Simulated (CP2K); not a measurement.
# Convergence study of the k-point mesh for H4BrN (R3m, 6 atoms in the cell)

```xyz
6
Lattice="4.0121 0.0000 0.0000 0.0000 4.0121 0.0000 0.0000 0.0000 4.0121" Properties=species:S:1:pos:R:3 pbc="T T T"
H      0.5986     0.5986     3.4135
H      0.5986     3.4135     0.5986
H      3.4423     3.4423     3.4423
H      3.4135     0.5986     0.5986
Br     2.0061     2.0061     2.0061
N      0.0000     0.0000     0.0000
```

Method: LDA (Pade form), GPW, DZVP-MOLOPT-SR-GTH basis, GTH-PADE potentials (GTH_POTENTIALS) (CP2K).

Base settings: CUTOFF = 450 Ry; REL_CUTOFF = 50 Ry; KPOINTS/SCHEME = MONKHORST-PACK 3 3 3; XC_FUNCTIONAL = PADE; H/BASIS_SET = DZVP-MOLOPT-SR-GTH-q1; H/POTENTIAL = GTH-PADE-q1; Br/BASIS_SET = DZVP-MOLOPT-SR-GTH-q7; Br/POTENTIAL = GTH-PADE-q7; N/BASIS_SET = DZVP-MOLOPT-SR-GTH-q5; N/POTENTIAL = GTH-PADE-q5.

Moved along: GAMMA_CENTERED.

The second cell is the first with its lattice scaled by 0.98.

Only quantities that move along the ladder and can be compared are tabulated.

The starting cell comes from a database of computed structures (which also holds hypothetical and non-ambient phases and stackings), without a prior relaxation at this level. Its lattice was rescaled by up to half a per cent. One atom was moved a little off its site on purpose. Values carry the incompleteness of an atom-centred basis. In the base run, forces exceed 1 eV/Å.

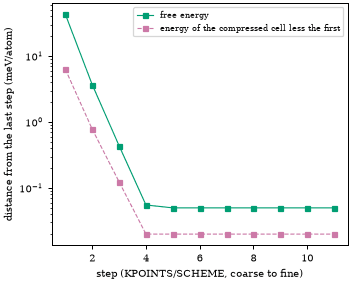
Fig. 1. Distance from the last step along the ladder; very small values are drawn at a floor.

| KPOINTS/SCHEME | free energy less the last step's (meV/atom) | energy of the compressed cell less the first (meV/atom) | pressure (GPa) | largest difference of a force vector from the last step's (eV/Å) | gap on the mesh (eV) |
|---|---|---|---|---|---|
| MONKHORST-PACK 2 2 2 | 43.12 | 19.47 | 2.60 | 0.041 | 5.028 |
| MONKHORST-PACK 3 3 3 | 3.70 | 13.93 | 1.31 | 0.007 | 5.208 |
| MONKHORST-PACK 4 4 4 | 0.44 | 13.27 | 1.16 | 0.001 | 5.133 |
| MONKHORST-PACK 5 5 5 | 0.06 | 13.17 | 1.14 | 0.000 | 5.173 |
| MONKHORST-PACK 6 6 6 | 0.01 | 13.15 | 1.13 | 0.000 | 5.135 |
| MONKHORST-PACK 7 7 7 | 0.00 | 13.15 | 1.13 | 0.000 | 5.156 |
| MONKHORST-PACK 8 8 8 | 0.00 | 13.15 | 1.13 | 0.000 | 5.135 |
| MONKHORST-PACK 9 9 9 | 0.00 | 13.15 | 1.13 | 0.000 | 5.148 |
| MONKHORST-PACK 10 10 10 | 0.00 | 13.15 | 1.13 | 0.000 | 5.135 |
| MONKHORST-PACK 11 11 11 | 0.00 | 13.15 | 1.13 | 0.000 | 5.144 |
| MONKHORST-PACK 12 12 12 | 0.00 | 13.15 | 1.13 | 0.000 | 5.135 |
| MONKHORST-PACK 13 13 13 | 0.00 | 13.15 | 1.13 | 0.000 | 5.142 |

Coarsest KPOINTS/SCHEME that holds the free energy within 5 meV/atom of the last step, with all finer ones: MONKHORST-PACK 3 3 3; the step before is off by 43 meV/atom.

Coarsest KPOINTS/SCHEME that holds the energy of the compressed cell less the first within 0.2 meV/atom of the last step, with all finer ones: MONKHORST-PACK 4 4 4; the step before is off by 0.78 meV/atom.

Coarsest KPOINTS/SCHEME that holds the forces within 0.02 eV/Å of the last step, with all finer ones: MONKHORST-PACK 3 3 3; the step before is off by 0.041 eV/Å.

The energy difference between the two cells stays within 1 meV/atom of the last step's from MONKHORST-PACK 3 3 3 on, the total only from MONKHORST-PACK 4 4 4 on: much of the error is common to both cells and cancels.

The gap on the mesh jumps up and down from mesh to mesh; it is no smooth measure of convergence.
